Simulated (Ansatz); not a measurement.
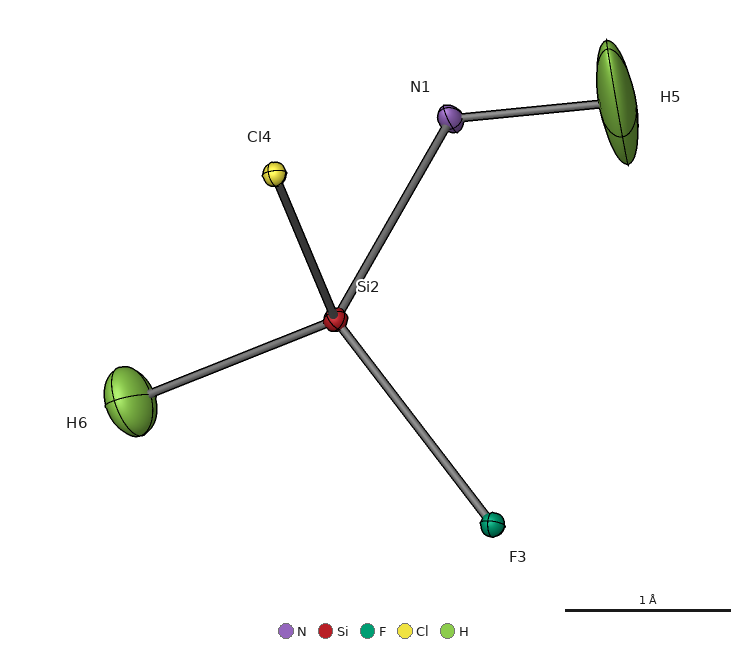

Displacement ellipsoids at the 50 % level, from the internal vibrations of the free molecule (harmonic, no overall translation or rotation; no half-axis is drawn under 0.075 Å). The species is neutral and a spin doublet. Vibrations computed with UKS PBE0-D4/def2-TZVP (Ansatz 0.2.0). Temperature: 200 K.

Question. Which atom moves most?

Answer. H5, with U_eq = 0.0557 Å².

Question. Does H5 move more along its bond or across it?

Answer. Across it: the root-mean-square amplitude is 0.074 Å along the bond and up to 0.366 Å across, since bending and torsion are softer than stretching.

Give the displacement parameters, one line for each set of equivalent atoms.

```tsv
atom	U_eq (Å²)	rms amplitudes (Å)
N1	0.0028	0.024, 0.046, 0.076
Si2	0.00099	0.029, 0.031, 0.034
F3	0.0018	0.021, 0.041, 0.057
Cl4	0.00067	0.011, 0.029, 0.032
H5	0.0557	0.073, 0.167, 0.366
H6	0.0171	0.090, 0.141, 0.152
```
